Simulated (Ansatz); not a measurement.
**Bi2As, from a guessed structure to a relaxed one**

This structure for Bi2As is made up. Its elements were placed in a known structure type with a cell scaled to their sizes. What cell does the guess relax to, and how far off was it?

Calculated with Ansatz 0.2.0; DFT, PBE, plane-wave PAW, files of the set soft_1, scalar-relativistic, no spin, cell and ions relaxed at zero pressure; PAW set soft_1, in the first sound run; inputs show where later runs differ.

**1. Set-up**

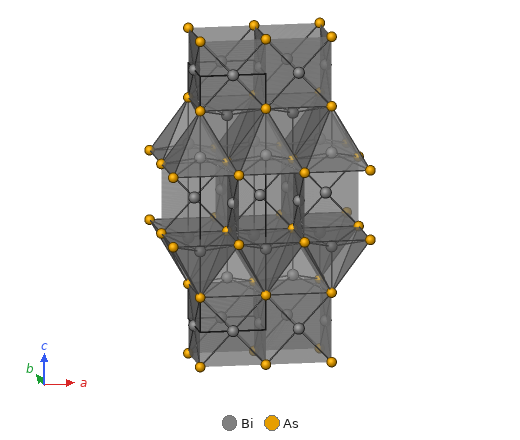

The cell as given, slightly off an axis (bismuth grey, arsenic orange). 2×1×1 cells are drawn. This picture shows the conventional cell, with its axes. Some periodic images of atoms are drawn too.

As a file:

```cif
data_structure
_symmetry_space_group_name_H-M 'I4/mmm'
_symmetry_Int_Tables_number 139
_cell_length_a 4.3070
_cell_length_b 4.3070
_cell_length_c 16.8810
_cell_angle_alpha 90.000
_cell_angle_beta 90.000
_cell_angle_gamma 90.000
_cell_volume 313.15
loop_
_atom_site_label
_atom_site_type_symbol
_atom_site_symmetry_multiplicity
_atom_site_Wyckoff_symbol
_atom_site_fract_x
_atom_site_fract_y
_atom_site_fract_z
_atom_site_occupancy
Bi1 Bi 4 e 0.00000 0.00000 0.31690 1
Bi2 Bi 4 c 0.00000 0.50000 0.00000 1
As1 As 4 e 0.00000 0.00000 0.13580 1
```

**2. Relaxing cell and atoms**

The guess takes its coordinates from another compound and its volume from a rule, so the cell and any free coordinates are relaxed together.

input.yaml

```yaml
crystal:
  lattice:
    - [-2.1535, 2.1535, 8.4405]
    - [2.1535, -2.1535, 8.4405]
    - [2.1535, 2.1535, -8.4405]
  atoms:
    - { symbol: Bi, position: [0.3169, 0.3169, 0.0] }
    - { symbol: Bi, position: [0.6831, 0.6831, 0.0] }
    - { symbol: Bi, position: [0.5, 0.0, 0.5] }
    - { symbol: Bi, position: [0.0, 0.5, 0.5] }
    - { symbol: As, position: [0.1358, 0.1358, 0.0] }
    - { symbol: As, position: [0.8642, 0.8642, 0.0] }
kpoints:
  mp_grid: { grid: [9, 9, 9] }
scf:
  occupations: { method: fermi_dirac, width: 0.05 }
hamiltonian:
  xc: pbe
  pseudopotentials: { kind: paw, azcp: { folder: soft_1 } }
relax:
  f_tol: 0.015
  max_steps: 70
  cell: {}
output:
  forces: true
  stress: true
```

Command:

```sh
> ansatz run input.yaml --threads 4 --pin off --max-ram 10240MiB --backend cpu --events-out ev --progress --plain --runs-dir out
```

Numbers of over 12 decimals in the logs are rounded to 6 here.

The log of the run:

```text
basis.fft_grid_basis auto: the FFT boxes are laid along the combinations [[1, 0, 1], [0, 1, 1], [0, 0, 1]] of the cell's own vectors, 4.307, 4.307 and 8.973 Å long. The dense box has 30×30×60 points. Along the cell's own vectors, as sized, it would have 60×60×60, 4.00 times as many. Of the 16 symmetry operations that the crystal satisfies within crystal.symmetry.tolerance (time reversal apart; of a slab, those that k [...]
Engine: ansatz 0.2.0, aarch64-unknown-linux-gnu
Pseudopotentials: kind: paw
Pseudopotential: Bi, paw, valence charge 15, recommended cutoff 420 eV (normal), soft_1/Bi.paw.azcp
Pseudopotential: As, paw, valence charge 15, recommended cutoff 420 eV (normal), soft_1/As.paw.azcp
Functional definition: PBE
  parameter kappa = 0.804
  parameter beta = 0.066725
  exchange = pbe_x(kappa = kappa, mu = beta*pi^2/3)
  correlation = pbe_c(beta = beta)
Crystal: 6 atoms, lattice volume = 156.573 Å³
Basis set: ecut = 420 eV, 3013 PW (Γ), FFT grids on a1+a3, a2+a3, a3, exchange–correlation on 60×60×120 points (8 copies of the dense FFT grid, shifted against one another)
Bands: 54, of which v1, the nominal top of the filled ones, is band 45 counted from 1 (44 counted from 0)
Symmetry: 16 space group operations
Space group: I4/mmm (ITA 139), of the structure as read, at distance tolerance 5.4e-5 Å
k-points: 75 of 729
Non-local potential: Bi, projectors of the file, l = 0: 2, l = 1: 2, l = 2: 2, l = 3: 1
Non-local potential: As, projectors of the file, l = 0: 2, l = 1: 2, l = 2: 3, l = 3: 1
PAW form: soft (Blöchl's): semilocal exchange-correlation on the pseudo side does not see the compensation charge
PAW one-centre angular grid: Bi, 590 points (default); XC on 64 Gauss nodes
PAW one-centre angular grid: As, 590 points (default); XC on 64 Gauss nodes
Initial density: superposition of atomic densities (chi_scale 0.1, normalization cell, long waves kept (reshape's long-wave potential 0.05 eV rms))
Initial wavefunctions: pseudopotential atomic-orbital guess
Functional: x = pbe(κ = 0.804, μ = 0.219515), c = pbe(β = 0.066725)
SCF iter   1: F=—  HF=-59307.435344 eV  |F-HF|=—  |Δ(HF+E_count)|=         —  Δρ=1.37e-2  dr2=6.06e-1  ethr=3.10e-3  ⟨swp⟩=8.3  Hψ=17085  notcnv=0  defer=10
preconditioner: auto → Kerker (q_TF=auto, 2.488 Å⁻¹)  [metal: Δε(μ)=0.021 eV  Ē_g=18.139 eV  σ=0.050 eV  W_gap=0.10  n_scr=42 (ndim 8)  ℏωp=24.8 eV  f_vac=0.000  D(μ)=3.25/eV (n_scr^D=20)]
SCF iter   2: F=—  HF=-59307.364511 eV  |F-HF|=—  |Δ(HF+E_count)|=   7.08e-2  Δρ=8.78e-3  dr2=2.60e-1  ethr=6.74e-4  ⟨swp⟩=2.0  Hψ=5136  notcnv=0  defer=69
SCF iter   3: F=—  HF=-59307.318511 eV  |F-HF|=—  |Δ(HF+E_count)|=   4.60e-2  Δρ=1.35e-3  dr2=2.12e-3  ethr=2.89e-4  ⟨swp⟩=2.7  Hψ=5166  notcnv=0  defer=93
SCF iter   4: F=—  HF=-59307.319293 eV  |F-HF|=—  |Δ(HF+E_count)|=   7.82e-4  Δρ=3.80e-4  dr2=3.76e-4  ethr=2.35e-6  ⟨swp⟩=2.1  Hψ=7216  notcnv=0  defer=93
SCF iter   5: F=—  HF=-59307.319204 eV  |F-HF|=—  |Δ(HF+E_count)|=   8.89e-5  Δρ=1.75e-4  dr2=1.26e-4  ethr=4.17e-7  ⟨swp⟩=2.0  Hψ=7336  notcnv=0  defer=93
SCF iter   6: F=—  HF=-59307.319196 eV  |F-HF|=—  |Δ(HF+E_count)|=   8.11e-6  Δρ=9.31e-5  dr2=3.66e-5  ethr=1.40e-7  ⟨swp⟩=2.0  Hψ=7299  notcnv=0  defer=93
SCF iter   7: F=—  HF=-59307.319187 eV  |F-HF|=—  |Δ(HF+E_count)|=   9.07e-6  Δρ=3.23e-5  dr2=4.47e-6  ethr=4.06e-8  ⟨swp⟩=2.9  Hψ=7503  notcnv=0  defer=93
SCF iter   8: F=—  HF=-59307.319187 eV  |F-HF|=—  |Δ(HF+E_count)|=   9.42e-8  Δρ=9.46e-6  dr2=3.42e-7  ethr=4.96e-9  ⟨swp⟩=2.0  Hψ=5068  notcnv=0  defer=93
SCF iter   9: F=-59307.319187 eV  HF=-59307.319187 eV  |F-HF|=5.38e-10  |Δ(HF+E_count)|=   7.50e-9  Δρ=2.08e-6  dr2=5.85e-9  ethr=1.11e-10  ⟨swp⟩=4.0  Hψ=12186  notcnv=0
SCF 1 converged in 9 iterations: F = -59307.319187 eV  dr2 = 5.85e-9
  greatest PAW one-centre occupation: 0.999 electrons in one spin orbital (limit 2), on the As atom at site 5 (counted from 0), in its partial waves of l = 2
relax step   1: F+E_penalty+E_count = -59307.31918672 eV  Δ(F+E_penalty+E_count) = +0.000e0 eV  max|allowed force component| = 1.052e0 eV/Å  Δτ_max = 0.0000 Å  P = +7.131 GPa  Ω = 156.573 Å³  (9 SCF iters, dr2 threshold 1.00e-7 eV, accepted)
Crystal: 6 atoms, lattice volume = 177.780 Å³
Basis set: ecut = 420 eV, 3509 PW (Γ), FFT grids on a1+a3, a2+a3, a3, exchange–correlation on 60×60×120 points (8 copies of the dense FFT grid, shifted against one another)
Initial density: handed on by an earlier stage of this run
Initial wavefunctions: those handed on with the density
iter 1 solved again at ethr=3.11e-5 eV; its pass at ethr=3.10e-3 eV (dr2=2.79e-2 eV) is discarded
SCF iter   1: F=—  HF=-59307.908630 eV  |F-HF|=—  |Δ(HF+E_count)|=         —  Δρ=4.37e-3  dr2=2.71e-2  ethr=3.11e-5  ⟨swp⟩=2.3  Hψ=27792  notcnv=0
preconditioner: auto → Kerker (q_TF=auto, 2.436 Å⁻¹)  [metal: Δε(μ)=0.008 eV  Ē_g=7.893 eV  σ=0.050 eV  W_gap=0.04  n_scr=42 (ndim 8)  ℏωp=15.3 eV  f_vac=0.000  D(μ)=3.18/eV (n_scr^D=20)]
SCF iter   2: F=—  HF=-59307.905453 eV  |F-HF|=—  |Δ(HF+E_count)|=   3.18e-3  Δρ=2.58e-3  dr2=9.76e-3  ethr=3.01e-5  ⟨swp⟩=2.0  Hψ=4565  notcnv=0
SCF iter   3: F=—  HF=-59307.905498 eV  |F-HF|=—  |Δ(HF+E_count)|=   4.50e-5  Δρ=6.83e-4  dr2=1.12e-3  ethr=1.08e-5  ⟨swp⟩=2.1  Hψ=8079  notcnv=0
SCF iter   4: F=—  HF=-59307.905455 eV  |F-HF|=—  |Δ(HF+E_count)|=   4.24e-5  Δρ=2.47e-4  dr2=1.67e-4  ethr=1.24e-6  ⟨swp⟩=2.0  Hψ=7413  notcnv=0
SCF iter   5: F=—  HF=-59307.905388 eV  |F-HF|=—  |Δ(HF+E_count)|=   6.75e-5  Δρ=1.70e-4  dr2=3.54e-5  ethr=1.85e-7  ⟨swp⟩=2.0  Hψ=7432  notcnv=0
SCF iter   6: F=—  HF=-59307.905387 eV  |F-HF|=—  |Δ(HF+E_count)|=   7.33e-7  Δρ=4.08e-5  dr2=6.61e-6  ethr=3.93e-8  ⟨swp⟩=2.0  Hψ=7414  notcnv=0
SCF iter   7: F=—  HF=-59307.905387 eV  |F-HF|=—  |Δ(HF+E_count)|=   4.24e-7  Δρ=1.79e-5  dr2=1.03e-6  ethr=7.34e-9  ⟨swp⟩=2.0  Hψ=4521  notcnv=0
SCF iter   8: F=-59307.905386 eV  HF=-59307.905386 eV  |F-HF|=2.20e-8  |Δ(HF+E_count)|=   1.04e-7  Δρ=3.72e-6  dr2=5.85e-8  ethr=6.67e-10  ⟨swp⟩=5.0  Hψ=14953  notcnv=0
SCF 2 converged in 8 iterations: F = -59307.905386 eV  dr2 = 5.85e-8
relax step   2: F+E_penalty+E_count = -59307.90538638 eV  Δ(F+E_penalty+E_count) = -5.862e-1 eV  max|allowed force component| = 4.043e-1 eV/Å  Δτ_max = 0.1831 Å  P = -1.283 GPa  Ω = 177.780 Å³  energy of the carried Pulay correction = -2.348e-3 eV  (8 SCF iters, dr2 threshold 6.00e-7 eV, accepted)
Crystal: 6 atoms, lattice volume = 175.847 Å³
Basis set: ecut = 420 eV, 3485 PW (Γ), FFT grids on a1+a3, a2+a3, a3, exchange–correlation on 60×60×120 points (8 copies of the dense FFT grid, shifted against one another)
[...]
SCF iter   3: F=—  HF=-59307.971429 eV  |F-HF|=—  |Δ(HF+E_count)|=   1.96e-4  Δρ=2.51e-4  dr2=1.12e-4  ethr=2.33e-6  ⟨swp⟩=2.0  Hψ=8012  notcnv=0
SCF iter   4: F=—  HF=-59307.971396 eV  |F-HF|=—  |Δ(HF+E_count)|=   3.31e-5  Δρ=1.18e-4  dr2=4.07e-5  ethr=1.25e-7  ⟨swp⟩=2.0  Hψ=7410  notcnv=0
SCF iter   5: F=—  HF=-59307.971390 eV  |F-HF|=—  |Δ(HF+E_count)|=   5.38e-6  Δρ=4.40e-5  dr2=8.12e-6  ethr=4.52e-8  ⟨swp⟩=2.0  Hψ=7426  notcnv=0
SCF iter   6: F=—  HF=-59307.971391 eV  |F-HF|=—  |Δ(HF+E_count)|=   5.40e-7  Δρ=1.74e-5  dr2=1.12e-6  ethr=9.03e-9  ⟨swp⟩=2.0  Hψ=4798  notcnv=0
SCF iter   7: F=-59307.971391 eV  HF=-59307.971391 eV  |F-HF|=7.73e-8  |Δ(HF+E_count)|=   3.70e-8  Δρ=4.08e-6  dr2=1.21e-7  ethr=6.67e-10  ⟨swp⟩=5.0  Hψ=16540  notcnv=0
SCF 3 converged in 7 iterations: F = -59307.971391 eV  dr2 = 1.21e-7
relax step   3: F+E_penalty+E_count = -59307.97139078 eV  Δ(F+E_penalty+E_count) = -6.600e-2 eV  max|allowed force component| = 2.469e-1 eV/Å  Δτ_max = 0.0701 Å  P = -0.619 GPa  Ω = 175.847 Å³  energy of the carried Pulay correction = -2.146e-3 eV  (7 SCF iters, dr2 threshold 6.00e-7 eV, accepted)
[...]
relax step   4: F+E_penalty+E_count = -59308.05930383 eV  Δ(F+E_penalty+E_count) = -8.791e-2 eV  max|allowed force component| = 2.915e-2 eV/Å  Δτ_max = 0.1954 Å  P = +0.850 GPa  Ω = 172.242 Å³  energy of the carried Pulay correction = -1.764e-3 eV  (7 SCF iters, dr2 threshold 6.00e-7 eV, accepted)
[...]
relax step   5: F+E_penalty+E_count = -59308.06828482 eV  Δ(F+E_penalty+E_count) = -8.981e-3 eV  max|allowed force component| = 1.460e-2 eV/Å  Δτ_max = 0.0137 Å  P = +0.352 GPa  Ω = 173.995 Å³  energy of the carried Pulay correction = -1.951e-3 eV  (5 SCF iters, dr2 threshold 6.00e-7 eV, accepted)
[...]
relax step   6: F+E_penalty+E_count = -59308.07916951 eV  Δ(F+E_penalty+E_count) = -1.088e-2 eV  max|allowed force component| = 6.406e-2 eV/Å  Δτ_max = 0.0280 Å  P = -0.047 GPa  Ω = 176.230 Å³  energy of the carried Pulay correction = -2.187e-3 eV  (6 SCF iters, dr2 threshold 6.00e-7 eV, accepted)
[...]
relax step   7: F+E_penalty+E_count = -59308.08912380 eV  Δ(F+E_penalty+E_count) = -9.954e-3 eV  max|allowed force component| = 6.972e-2 eV/Å  Δτ_max = 0.0995 Å  P = -0.108 GPa  Ω = 180.191 Å³  energy of the carried Pulay correction = -2.597e-3 eV  (8 SCF iters, dr2 threshold 2.56e-7 eV, accepted)
[...]
relax step   8: F+E_penalty+E_count = -59308.09112828 eV  Δ(F+E_penalty+E_count) = -2.004e-3 eV  max|allowed force component| = 2.017e-2 eV/Å  Δτ_max = 0.0157 Å  P = -0.114 GPa  Ω = 179.530 Å³  energy of the carried Pulay correction = -2.529e-3 eV  (6 SCF iters, dr2 threshold 6.00e-7 eV, accepted)
[...]
relax step   9: F+E_penalty+E_count = -59308.09155290 eV  Δ(F+E_penalty+E_count) = -4.246e-4 eV  max|allowed force component| = 5.701e-3 eV/Å  Δτ_max = 0.0052 Å  P = -0.039 GPa  Ω = 179.328 Å³  energy of the carried Pulay correction = -2.508e-3 eV  (6 SCF iters, dr2 threshold 9.52e-8 eV, accepted)
Basis set: ecut = 420 eV, 3559 PW (Γ), FFT grids on a1+a3, a2+a3, a3, exchange–correlation on 60×60×144 points (8 copies of the dense FFT grid, shifted against one another)
Initial wavefunctions: pseudopotential atomic-orbital guess (no wavefunctions were taken with the density)
iter 1 solved again at ethr=3.65e-7 eV; its pass at ethr=3.10e-3 eV (dr2=3.28e-4 eV) is discarded
SCF iter   1: F=—  HF=-59308.094535 eV  |F-HF|=—  |Δ(HF+E_count)|=         —  Δρ=3.21e-4  dr2=8.82e-6  ethr=3.65e-7  ⟨swp⟩=3.0  Hψ=25276  notcnv=0
SCF iter   2: F=—  HF=-59308.095506 eV  |F-HF|=—  |Δ(HF+E_count)|=   9.71e-4  Δρ=1.64e-4  dr2=2.28e-6  ethr=9.80e-9  ⟨swp⟩=2.0  Hψ=6677  notcnv=0
SCF iter   3: F=—  HF=-59308.095837 eV  |F-HF|=—  |Δ(HF+E_count)|=   3.31e-4  Δρ=1.36e-5  dr2=3.67e-8  ethr=2.53e-9  ⟨swp⟩=2.0  Hψ=5187  notcnv=0
SCF iter   4: F=—  HF=-59308.095839 eV  |F-HF|=—  |Δ(HF+E_count)|=   1.55e-6  Δρ=1.71e-6  dr2=1.85e-9  ethr=4.08e-11  ⟨swp⟩=2.4  Hψ=7457  notcnv=0
SCF iter   5: F=—  HF=-59308.095839 eV  |F-HF|=—  |Δ(HF+E_count)|=   2.65e-8  Δρ=3.45e-7  dr2=5.89e-10  ethr=2.05e-12  ⟨swp⟩=2.0  Hψ=7435  notcnv=0
SCF iter   6: F=—  HF=-59308.095839 eV  |F-HF|=—  |Δ(HF+E_count)|=  4.37e-10  Δρ=1.95e-7  dr2=1.82e-10  ethr=1.00e-12  ⟨swp⟩=2.0  Hψ=7378  notcnv=0
SCF iter   7: F=-59308.095839 eV  HF=-59308.095839 eV  |F-HF|=2.91e-11  |Δ(HF+E_count)|=  1.96e-10  Δρ=6.34e-8  dr2=4.67e-11  ethr=1.00e-12  ⟨swp⟩=4.0  Hψ=12189  notcnv=0
SCF 10 converged in 7 iterations: F = -59308.095839 eV  dr2 = 4.67e-11
relax step  10: F+E_penalty+E_count = -59308.09583908 eV  Δ(F+E_penalty+E_count) = -4.286e-3 eV  max|allowed force component| = 4.193e-3 eV/Å  Δτ_max = 0.0000 Å  P = -0.011 GPa  Ω = 179.328 Å³  stress off target by 3.08e-2 GPa  SCF on the basis re-selected at this cell (its energy is not comparable with the rows above)  (7 SCF iters)
basis re-selected at this cell: Δ(F+E_penalty+E_count) = -4.286e-3 eV, ΔP = +0.027 GPa vs the last step (what re-selecting the basis moved, of the pressure what is left beyond the Pulay correction that the steps carried, after the strain that the cell walked since its last selection, with what the two solves' SCF thresholds leave and, on support functions, any second-order correction that the steps lacked; it is no measure of the basis error at this ecutwfc). The dense FFT grid was sized anew with the basis: this SCF ran on 30×30×72 points, the steps before it on 30×30×60, so part of this shift can come from that change (see relax.cell in the input reference). [rest of the remark cut]
SCF converged after 7 iterations
Free energy (F): -59308.095839 eV
Harris-Foulkes:  -59308.095839 eV  (|F-HF|=2.91e-11)
Internal energy: -59308.067193 eV  (E = F + TS)
E sigma→0 (E₀):  -59308.081516 eV
Entropy (-TS):   -0.028646 eV (-4.774 meV/atom)
Fermi energy:    10.058929 eV
--- Per-component energies (eV) ---
  E_band       = -882.796623
  E_kinetic    = 1203.502151
  E_local      = -9233.448725  (includes V_loc(G=0)·N_el)
  E_nonlocal   = 846.239708
  E_hartree    = 4184.207264
  E_xc         = -745.153966
  E_vxc        = -668.884734  (∫ρ·V_xc dr)
  E_paw        = -46677.292556  (= ΣΔE_a)
  E_vpaw       = -1398.620243  (= ΣTr[D̂ρ^β])
  E_aug_tail   = 0.000813  (compensation charges beyond the density's cutoff)
  E_ewald      = -8886.121883
  E_smearing   = -0.028646  (= −TS)
  E_closure    = -0.000000  (closes the sum)
  Σ components = -59308.095839   (vs F -59308.095839, Δ=0.00e0)
--- Forces (eV/Å), atoms counted from 1 ---
  atom   1  Bi     0.00000000     0.00000000    -0.00387094
  atom   2  Bi    -0.00000000     0.00000000     0.00387094
  atom   3  Bi     0.00000000     0.00000000    -0.00000000
  atom   4  Bi     0.00000000     0.00000000     0.00000000
  atom   5  As    -0.00000000    -0.00000000     0.00419310
  atom   6  As     0.00000000     0.00000000    -0.00419310
  max |Σ_I F_I| component: 1.11e-17 eV/Å
--- Stress (GPa, compression-positive) ---
       -0.030819      -0.000000       0.000000
       -0.000000      -0.030819      -0.000000
        0.000000       0.000000       0.027774
  P = ⅓ Tr σ = -0.0113 GPa (-0.113 kbar)
--- Relaxed structure (9 steps of the walk, 9 accepted, 1 SCFs on fresh bases) ---
  F+E_penalty+E_count = -59308.09583908 eV   max|allowed force component| = 4.193e-3 eV/Å   (the final SCF, on the basis selected at the relaxed cell)
  cell:  # Å, volume = 179.3281 Å³
    - [-2.195873, 2.195873, 9.297667]
    - [2.195873, -2.195873, 9.297667]
    - [2.195873, 2.195873, -9.297667]
  atoms:
    - { symbol: Bi, position: [0.322846, 0.322846, 0] }
    - { symbol: Bi, position: [0.677154, 0.677154, 0] }
    - { symbol: Bi, position: [0.5, 6.336983256436265e-19, 0.5] }
    - { symbol: Bi, position: [6.336983256436418e-19, 0.5, 0.5] }
    - { symbol: As, position: [0.170105, 0.170105, 0] }
    - { symbol: As, position: [0.829895, 0.829895, 0] }
```

Elapsed: 72 s, on 4 threads of Arm Neoverse V2, shared host; peak memory 0.84 GiB; 4.7 min of CPU time.

The steps of the relaxation:

```tsv
step	energy less that of the first step (eV)	largest force component (eV/Å)	pressure (GPa)	volume (Å³)
1	0.0000	1.0519	7.13	156.57
2	-0.5862	0.4043	-1.28	177.78
3	-0.6522	0.2469	-0.62	175.85
4	-0.7401	0.0291	0.85	172.24
5	-0.7491	0.0146	0.35	173.99
6	-0.7600	0.0641	-0.05	176.23
7	-0.7699	0.0697	-0.11	180.19
8	-0.7719	0.0202	-0.11	179.53
9	-0.7724	0.0057	-0.04	179.33
10*	-0.7767	0.0042	-0.01	179.33
```

Relaxation steps marked * repeat the geometry before them on a plane-wave basis chosen anew for their cell, so energy and pressure can jump there.

Forces are held to the 16 operations that the run works with; a distortion that breaks them can't arise in this run.

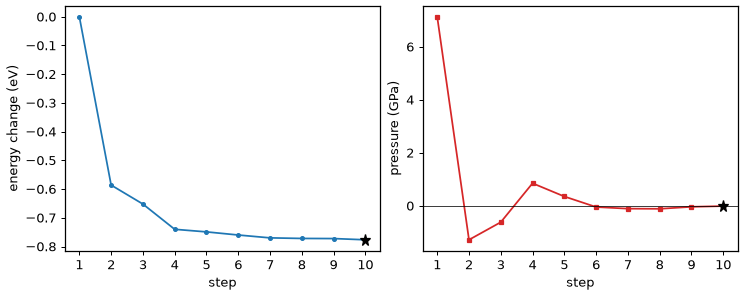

Energy and pressure along the relaxation. Stars mark steps on a basis chosen anew.

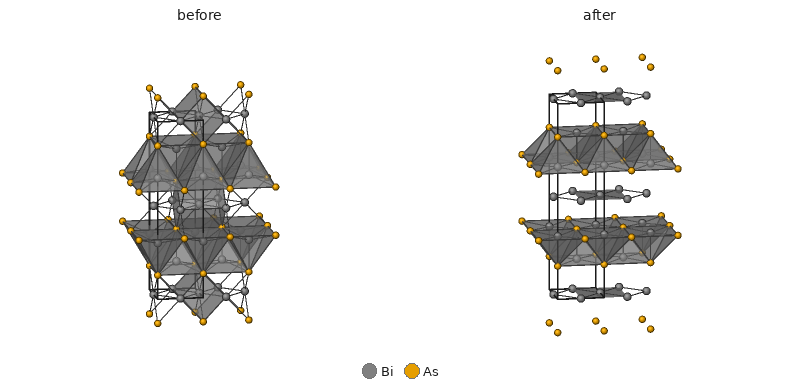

Before and after, at one scale. Bonds to atoms that aren't drawn are left out.

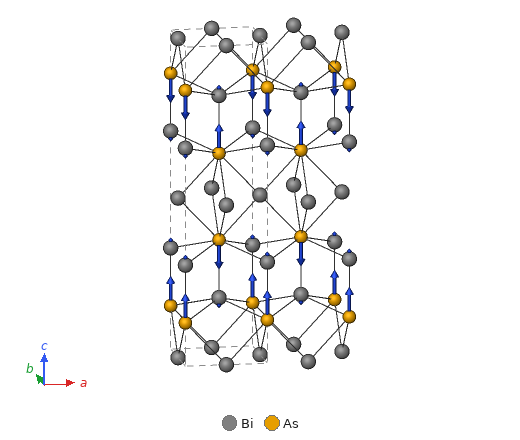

Displacements in the relaxation, exaggerated, measured against the changing cell; the longest in the cell stands for 0.64 Å. 2×1×1 conventional cells are drawn. Some periodic images of atoms are drawn too.

```tsv
conventional cell, symmetrised	before	after	change
a (Å)	4.307	4.392	+2.0 %
b (Å)	4.307	4.392	+2.0 %
c (Å)	16.881	18.595	+10.2 %
volume (Å³/atom)	26.10	29.89	+14.5 %
```

The atoms that moved most (Å, as changes of fractional coordinates times the final cell):

```tsv
atom	dx	dy	dz	length
As5	0.000	0.000	0.638	0.638
As6	0.000	0.000	-0.638	0.638
Bi1	0.000	0.000	0.111	0.111
Bi2	0.000	0.000	-0.111	0.111
```

The relaxed structure:

```cif
data_structure
_symmetry_space_group_name_H-M 'P 1'
_symmetry_Int_Tables_number 1
_cell_length_a 9.8026
_cell_length_b 9.8026
_cell_length_c 9.8026
_cell_angle_alpha 154.111
_cell_angle_beta 154.111
_cell_angle_gamma 36.939
_cell_volume 179.33
loop_
_atom_site_label
_atom_site_type_symbol
_atom_site_fract_x
_atom_site_fract_y
_atom_site_fract_z
_atom_site_occupancy
Bi1 Bi 0.32285 0.32285 0.00000 1
Bi2 Bi 0.67715 0.67715 0.00000 1
Bi3 Bi 0.50000 0.00000 0.50000 1
Bi4 Bi 0.00000 0.50000 0.50000 1
As5 As 0.17011 0.17011 0.00000 1
As6 As 0.82989 0.82989 0.00000 1
```

Numbers from this step:

- free energy: -59308.0958 eV
- energy at zero smearing: -59308.0815 eV
- smearing term TS: 0.02865 eV
- Fermi energy: 10.06 eV
- electrons: 90
- symmetry operations: 16
- pressure: -0.01129 GPa

The shortest distance of each pair, which need not be the same contact before and after:

```tsv
pair	guess (Å)	relaxed (Å)
As–Bi	3.057	2.840
Bi–Bi	3.046	3.105
As–As	4.307	4.298
```

The relaxation ends with a largest force component of 0.0042 eV/Å and a pressure of -0.01 GPa.

[end of part 1 of 2]

[Logs are printed without paths, hosts, clocks, repeated set-up lines and the standing remarks that a program may print on its own settings, such as how far it seeks lower states.]

[Hosts, paths, dates, database ids (printed as entryN), source tags and the programs' standing remarks are cut or masked in the printed files.]
